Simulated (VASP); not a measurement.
Band structure of InAs (zinc blende). All values below come from modified Becke-Johnson potential (mBJ) with spin-orbit coupling, VASP's PBE PAW potentials (set 64) (plane waves; VASP).

mBJ is a potential without an energy functional, so only the levels count.

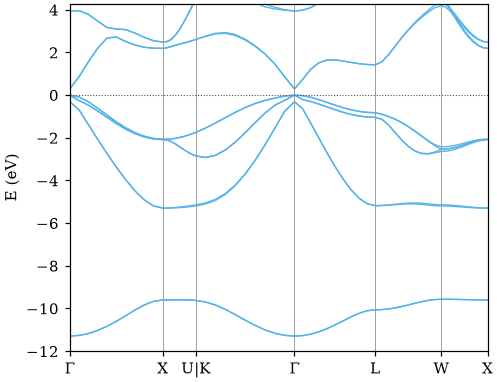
Figure: Bands along high-symmetry lines, zero at the valence-band maximum or, without a gap, the Fermi level

Read the plot: is there a gap, and where are the band edges?

The gap is direct, 0.29 eV, from the valence maximum at Γ to the conduction minimum at Γ.

The compound is InAs in the zinc blende structure. It was relaxed first, which changed the volume by +6 %. The cell's shape comes from a PBE relaxation.
